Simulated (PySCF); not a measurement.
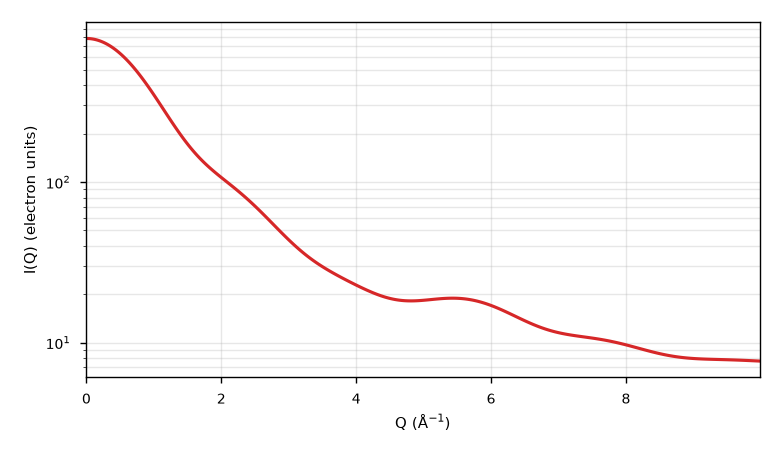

Elastic X-ray scattering of a randomly oriented, rigid molecule, calculated with the Debye equation from neutral-atom form factors (independent atoms, no Compton part, no vibration). The geometry is the end point of an optimisation (PySCF, PBE0-D3(BJ)/def2-SVP geometry optimisation, gas phase); it may be a saddle point or a higher isomer. It contains H, N, C.

How many electrons does the independent-atom model of the molecule hold?

I(0) is the square of the electron number: I(0) = 783, so about 28 electrons, the count of C2H2N2.

What radius of gyration does the initial fall-off give?

From I(Q) ≈ I(0) exp(−Q²R²/3) at small Q, R ≈ 1.62 Å. It is larger than the electron-weighted radius of the nuclear positions alone (1.44 Å), because each atom's electron cloud adds to it.
